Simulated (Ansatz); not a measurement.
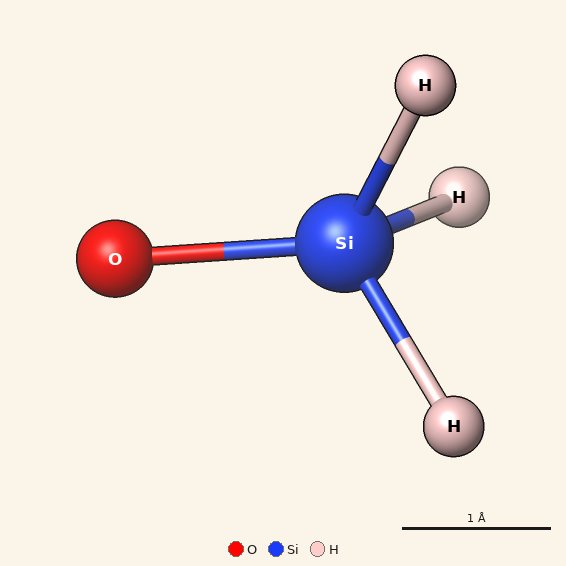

Atoms fade into the background with distance from the viewer. Charge −1, singlet. The computed structure is the end point of a PBE0-D4/def2-TZVPD optimisation. No frequency run is at hand to confirm it as a minimum. Masses are those of the most abundant isotopes; constants are for the rigid equilibrium geometry.

> Classify the rotor and give the rotational constants (GHz).

A prolate symmetric top (C3v): A = 89.7, B = C = 15.7 GHz.
